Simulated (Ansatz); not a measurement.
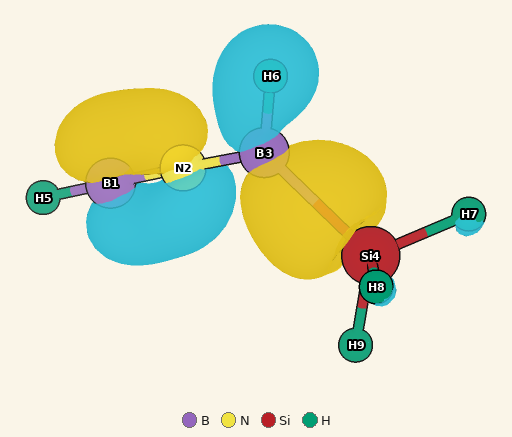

The picture shows: B$_{2}$H$_{5}$NSi (SMILES B=NB[SiH3]). One frontier orbital at ±0.15 Å⁻³ᐟ² (yellow and cyan are the two phases), seen at a tilt.

These are results of Ansatz, RKS B3LYP/6-31G*, not measurements.

The calculation's input:

```
crystal:
  periodic: [false, false, false]
  atoms:
    - { symbol: B, position_ang: [0.88112, 0.90046, -2.15527] }
    - { symbol: "N", position_ang: [0.69169, 0.75914, -0.92118] }
    - { symbol: B, position_ang: [0.4679, 0.58663, 0.43361] }
    - { symbol: Si, position_ang: [-0.75673, -0.82606, 1.05388] }
    - { symbol: H, position_ang: [1.0544, 1.03082, -3.27547] }
    - { symbol: H, position_ang: [1.04214, 1.31626, 1.16077] }
    - { symbol: H, position_ang: [-0.13279, -1.77842, 1.98979] }
    - { symbol: H, position_ang: [-1.93282, -0.30687, 1.77437] }
    - { symbol: H, position_ang: [-1.31426, -1.66475, -0.02011] }
basis:
  gaussian: { orbitals: "6-31G*" }
hamiltonian:
  xc: b3lyp
relax:
  f_tol: 0.015
  max_steps: 40
output:
  orbitals: {}
```

Command:

```sh
ansatz run input.yaml --threads 1 --pin off --max-ram 2048MiB --backend cpu --events-out ev --progress --plain --runs-dir out
```

The fields are those of the relaxed geometry.

Q: Which orbital is it: HOMO or LUMO?

A: The HOMO, at −6.88 eV. Its weight (Hirshfeld) is mainly on N2 (about 25 %), Si4 (about 20 %), B3 (about 20 %), B1 (about 15 %) and H6 (about 10 %).
